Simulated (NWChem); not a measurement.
# One shape, several levels: CH2BF3 (SMILES BC(F)(F)F)

We compute a comparison of 4 runs (HF/STO-3G, HF/3-21G, B3LYP/6-31G*) of CH2BF3. 

The results are computed with NWChem 7.3.0.

## Step 1: The molecule

CH2BF3: 7 atoms, total charge 0, spin state singlet. As SMILES, `BC(F)(F)F`. The coordinates come from a PBE0-D4/def2-TZVP relaxation.

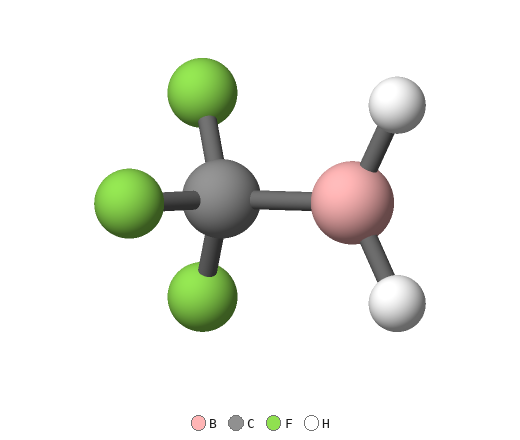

Viewed from a chosen angle; boron pink, carbon grey, fluorine green, hydrogen white.

## Step 2: Energy and gradient at HF/STO-3G (run 1)

Input file a.nw:

```
echo
start a
memory total 2200 mb

geometry units angstroms noautosym nocenter noautoz
  B    -0.646000    0.517900   -0.478700
  C     0.401500   -0.396900    0.305300
  F     0.019900   -0.762700    1.536900
  F     0.761000   -1.518100   -0.335100
  F     1.515900    0.364200    0.439400
  H    -1.356400    1.230500    0.153100
  H    -0.634600    0.497100   -1.666700
end

basis spherical bse
  * library STO-3G
end

scf
  thresh 1e-08
  maxiter 80
end

task scf gradient
```

Command:

```bash
$ nwchem a.nw > a.out
```

Log:

```text
[...]
  functions       =    27
[...]
  wavefunction    = RHF
[...]
         Total SCF energy =   -357.028903236064
      One-electron energy =   -856.363799207543
      Two-electron energy =    320.281837999249
 Nuclear repulsion energy =    179.053057972231
        Time for solution =      0.8s
[...]
                         RHF ENERGY GRADIENTS
    atom               coordinates                        gradient
                 x          y          z           x          y          z
   1 B      -1.220763   0.978689  -0.904612    0.024197  -0.019924   0.017697
   2 C       0.758725  -0.750032   0.576933    0.013986  -0.015611   0.011894
   3 F       0.037606  -1.441294   2.904320    0.016063   0.011928  -0.045130
   4 F       1.438081  -2.868793  -0.633247   -0.011935   0.040416   0.025580
   5 F       2.864636   0.688238   0.830346   -0.034053  -0.024297  -0.003674
   6 H      -2.563224   2.325308   0.289317   -0.010279   0.009992   0.012350
   7 H      -1.199220   0.939383  -3.149606    0.002020  -0.002504  -0.018718
[...]
```

Wall time 1.5 s (1 thread of Intel Xeon 6975P-C (Granite Rapids), shared host); peak memory 0.096 GiB.

## Step 3: Energy and forces at HF/3-21G (run 2)

Input file mymol.nw:

```
start mymol
title "CH2BF3"
memory stack 880 mb heap 220 mb global 1100 mb

geometry units angstrom noautosym nocenter noautoz
 B    -0.646000    0.517900   -0.478700
 C     0.401500   -0.396900    0.305300
 F     0.019900   -0.762700    1.536900
 F     0.761000   -1.518100   -0.335100
 F     1.515900    0.364200    0.439400
 H    -1.356400    1.230500    0.153100
 H    -0.634600    0.497100   -1.666700
end

basis spherical bse
 * library 3-21G
end

scf
 nopen 0
 rhf
 thresh 1e-08
 maxiter 80
end

task scf gradient
```

Command:

```bash
$ nwchem mymol.nw > mymol.out
```

Log:

```text
[...]
  functions       =    49
[...]
  wavefunction    = RHF
[...]
         Total SCF energy =   -360.051740100428
      One-electron energy =   -856.158506892329
      Two-electron energy =    317.053708819670
 Nuclear repulsion energy =    179.053057972231
        Time for solution =      0.9s
[...]
                         RHF ENERGY GRADIENTS
    atom               coordinates                        gradient
                 x          y          z           x          y          z
   1 B      -1.220763   0.978689  -0.904612    0.002024   0.003910  -0.000717
   2 C       0.758725  -0.750032   0.576933    0.007785  -0.012363   0.008117
   3 F       0.037606  -1.441294   2.904320    0.006910   0.002620  -0.013376
   4 F       1.438081  -2.868793  -0.633247   -0.002117   0.011785   0.009416
   5 F       2.864636   0.688238   0.830346   -0.009467  -0.007739  -0.000622
   6 H      -2.563224   2.325308   0.289317   -0.004266   0.002619   0.002903
   7 H      -1.199220   0.939383  -3.149606   -0.000868  -0.000831  -0.005721
[...]
```

It took 1.6 s on 1 thread of Intel Xeon 6975P-C (Granite Rapids), shared host; peak memory 0.099 GiB.

## Step 4: Energy and forces at B3LYP/6-31G(d) (spherical functions) (run 3)

Input file m1.nw:

```
start m1
memory stack 880 mb heap 220 mb global 1100 mb

geometry units angstrom noautosym nocenter noautoz
  B    -0.646000    0.517900   -0.478700
  C     0.401500   -0.396900    0.305300
  F     0.019900   -0.762700    1.536900
  F     0.761000   -1.518100   -0.335100
  F     1.515900    0.364200    0.439400
  H    -1.356400    1.230500    0.153100
  H    -0.634600    0.497100   -1.666700
end

basis spherical bse
  * library 6-31G*
end

dft
  xc b3lyp
  grid xfine
  convergence energy 1e-08
  maxiter 100
  mulliken
end

task dft gradient
```

Command:

```bash
$ nwchem m1.nw > m1.out
```

Log:

```text
[...]
          Wavefunction type:  closed shell.
          No. of atoms     :     7
          No. of electrons :    40
[...]
          Charge           :     0
          Spin multiplicity:     1
[...]
          AO basis - number of functions:    74
[...]
              XC Information
              --------------
                         B3LYP Method XC Potential
                     Hartree-Fock (Exact) Exchange  0.200
                        Slater Exchange Functional  0.800 local
                    Becke 1988 Exchange Functional  0.720 non-local
              Lee-Yang-Parr Correlation Functional  0.810
                  VWN I RPA Correlation Functional  0.190 local
[...]
 d= 0,ls=0.0,diis     1   -363.4908513055 -5.43D+02  1.83D-02  1.40D+00     1.7
[...]
 d= 0,ls=0.0,diis    10   -363.6477332512 -1.45D-09  1.72D-07  5.21D-10    14.8
         Total DFT energy =     -363.647733251167
      One electron energy =     -859.432980363406
           Coulomb energy =      358.425622213335
    Exchange-Corr. energy =      -41.693433073327
 Nuclear repulsion energy =      179.053057972231
[...]
      Total Density - Mulliken Population Analysis
     ---------------------------------------------
    Atom       Charge   Shell Charges
 -----------   ------   -------------------------------------------------------
    1 B    5     4.97   2.00  0.63  1.40  0.48  0.42  0.04
    2 C    6     5.18   2.00  0.71  1.82  0.21  0.29  0.15
    3 F    9     9.30   2.00  0.94  3.32  1.03  2.00  0.02
    4 F    9     9.30   2.00  0.94  3.32  1.03  2.00  0.02
    5 F    9     9.30   2.00  0.94  3.31  1.03  2.01  0.02
    6 H    1     0.98   0.52  0.46
    7 H    1     0.98   0.52  0.46
[...]
  wavefunction    = closed shell
                         DFT ENERGY GRADIENTS
    atom               coordinates                        gradient
                 x          y          z           x          y          z
   1 B      -1.220763   0.978689  -0.904612   -0.000928   0.001889  -0.001072
   2 C       0.758725  -0.750032   0.576933    0.006212  -0.004149   0.004166
   3 F       0.037606  -1.441294   2.904320    0.004560   0.002352  -0.010410
   4 F       1.438081  -2.868793  -0.633247   -0.002195   0.009210   0.006647
   5 F       2.864636   0.688238   0.830346   -0.008047  -0.007610  -0.000113
   6 H      -2.563224   2.325308   0.289317    0.000093  -0.000740   0.000682
   7 H      -1.199220   0.939383  -3.149606    0.000304  -0.000953   0.000101
[...]
```

Wall time 19 s (1 thread of Intel Xeon 6975P-C (Granite Rapids), shared host); peak memory 0.13 GiB.

## Step 5: Energy and forces at B3LYP/6-31G(d) (Cartesian functions) (run 4)

Input file run.py:

```python
from ase import Atoms
from ase.calculators.nwchem import NWChem

molecule = Atoms(['B', 'C', 'F', 'F', 'F', 'H', 'H'], positions=[
    [-0.646000, 0.517900, -0.478700],
    [0.401500, -0.396900, 0.305300],
    [0.019900, -0.762700, 1.536900],
    [0.761000, -1.518100, -0.335100],
    [1.515900, 0.364200, 0.439400],
    [-1.356400, 1.230500, 0.153100],
    [-0.634600, 0.497100, -1.666700],
])

calc = NWChem(
    label='input',
    theory='dft',
    memory='2200 mb',
    basis='6-31G*',
    dft={'xc': 'b3lyp', 'mult': '1', 'grid': 'xfine', 'convergence': 'energy 1e-08', 'iterations': '100', 'mulliken': None},
)
molecule.calc = calc

forces = molecule.get_forces()
e = molecule.get_potential_energy()
print(f"E = {e:.6f} eV")
print("forces (eV/A):")
for s, f in zip(molecule.symbols, forces):
    print(f"{s:2s} {f[0]:10.5f} {f[1]:10.5f} {f[2]:10.5f}")
print("dipole (e A):", molecule.get_dipole_moment().round(4))
```

Command:

```bash
$ export ASE_NWCHEM_COMMAND="nwchem PREFIX.nwi > PREFIX.nwo"
$ python run.py
```

Log:

```text
E = -9895.457392 eV
forces (eV/A):
B     0.02803   -0.09966    0.04834
C    -0.30385    0.22235   -0.21170
F    -0.23947   -0.12583    0.53695
F     0.10886   -0.47951   -0.34268
F     0.42130    0.39317    0.00802
H    -0.00175    0.03903   -0.03507
H    -0.01306    0.05045   -0.00396
dipole (e A): [-0.2368  0.1601 -0.1583]
```

The calculator wrote input.nwi:

```
title "input"

permanent_dir input

scratch_dir input

start input

geometry units angstrom nocenter noautosym noautoz
  B  -6.4600000000000002e-01 5.1790000000000003e-01 -4.7870000000000001e-01
  C  4.0150000000000002e-01 -3.9689999999999998e-01 3.0530000000000002e-01
  F  1.9900000000000001e-02 -7.6270000000000004e-01 1.5368999999999999e+00
  F  7.6100000000000001e-01 -1.5181000000000000e+00 -3.3510000000000001e-01
  F  1.5159000000000000e+00 3.6420000000000002e-01 4.3940000000000001e-01
  H  -1.3564000000000001e+00 1.2304999999999999e+00 1.5310000000000001e-01
  H  -6.3460000000000005e-01 4.9709999999999999e-01 -1.6667000000000001e+00
end

memory 2200 mb

basis noprint
   * library 6-31G*
end

dft
  xc b3lyp
  mult 1
  grid xfine
  convergence energy 1e-08
  iterations 100
  mulliken
end

task dft gradient
```

input.nwo:

```text
Northwest Computational Chemistry Package (NWChem) 7.3.0
             --------------------------------------------------------

           Job information
           ---------------

    nwchem branch   = 7.3.0
    use scalapack   = T
    input           = input.nwi
    prefix          = input.
    data base       = input/input.db
    status          = startup
    nproc           =        1

           Memory information
           ------------------

    heap     =     72089598 doubles =      550.0 Mbytes
    stack    =     72089595 doubles =      550.0 Mbytes
    global   =    144179200 doubles =     1100.0 Mbytes (distinct from heap & stack)
    total    =    288358393 doubles =     2200.0 Mbytes
    verify   = yes
    hardfail = no

[... 109 lines left out ...]
  convergence criterion.
[... 41 lines left out ...]
          Spatial weights used:  Erf1
[... 79 lines left out ...]
         Total DFT energy =     -363.651354736868
[... 3 lines left out ...]
 Nuclear repulsion energy =      179.053057972231
[... 624 lines left out ...]
          Convergence on gradient requested:  5.00D-04
[... 28 lines left out ...]
          total energy or number of iterations.
[... 38 lines left out ...]
                 ----------------------------------------
                 |  Time  |  1-e(secs)   |  2-e(secs)   |
                 ----------------------------------------
                 |  CPU   |       0.00   |       1.26   |
                 ----------------------------------------
                 |  WALL  |       0.00   |       1.26   |
                 ----------------------------------------

 Task  times  cpu:       19.4s     wall:       19.4s
 Total times  cpu:       19.4s     wall:       19.4s
```

Wall time 20 s (1 thread of Intel Xeon 6975P-C (Granite Rapids), shared host); peak memory 0.14 GiB.

## Step 6: All runs side by side

```csv
run,level,iteration cap,module,energy (Eh),dipole moment (D),HOMO energy (eV),LUMO energy (eV),wall time
1,HF/STO-3G,80,scf,-357.028903,1.47,-10.28,5.30,1.5 s
2,HF/3-21G,80,scf,-360.051740,2.42,-14.13,1.14,1.6 s
3,B3LYP/6-31G* (spherical functions),100,dft,-363.647733,1.57,-9.38,-2.53,19 s
4,B3LYP/6-31G* (Cartesian functions),100,dft,-363.651355,1.57,-9.39,-2.54,20 s
```

## Step 7: Outcome

| quantity | value |
| --- | --- |
| run 4: total energy | -363.65135 Eh |
| run 4: dipole moment | 1.57 D |
| run 4: HOMO energy | -9.39 eV |
| run 4: LUMO energy | -2.54 eV |
| run 4: HOMO–LUMO gap | 6.85 eV |
| run 4: largest force on an atom | 0.601 eV/Å |

In words: The dipole moment (its size) runs from 1.47 D (HF/STO-3G) to 2.42 D (HF/3-21G). The HOMO–LUMO gap runs from 6.84 eV (B3LYP/6-31G*) to 15.58 eV (HF/STO-3G). The two ends differ in method and basis. In run 1 the basis is minimal, so the values are rough. All runs together took 42 s, the longest 20 s.
